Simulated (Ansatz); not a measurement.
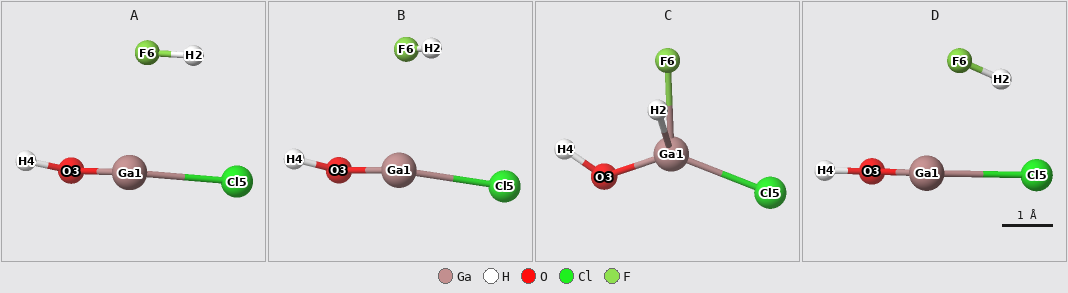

4 geometries from a converged minimum-energy path of GaH₂OClF (multiplicity 2), shuffled. The picture is a ball-and-stick view, seen at a tilt.

Theory: Ansatz 0.2.0, UKS BLYP-D4/def2-SVP. Settings: 5 movable images; climbing image; force threshold 0.05 eV/Å; iteration limit 60; starting path through a guess of the saddle point.

> Which frame is the top of the path?

C. In order along the path, whose images run from 0 to 6: C (image 2, +0.47 eV), B (image 4, −0.35 eV), A (image 5, −0.45 eV), D (image 6, −0.61 eV). Breaking: Ga1–F6 (1.78 → 1.98 at the top → 2.36 Å), Ga1–H2 (1.69 → 1.80 at the top → 2.42 Å). Forming: H2–F6 (2.86 → 1.36 at the top → 0.97 Å).

The run took 70 s on 2 threads of AMD EPYC 9R45 96-Core Processor (Zen 5), with other jobs on the host, peak memory 0.18 GiB.
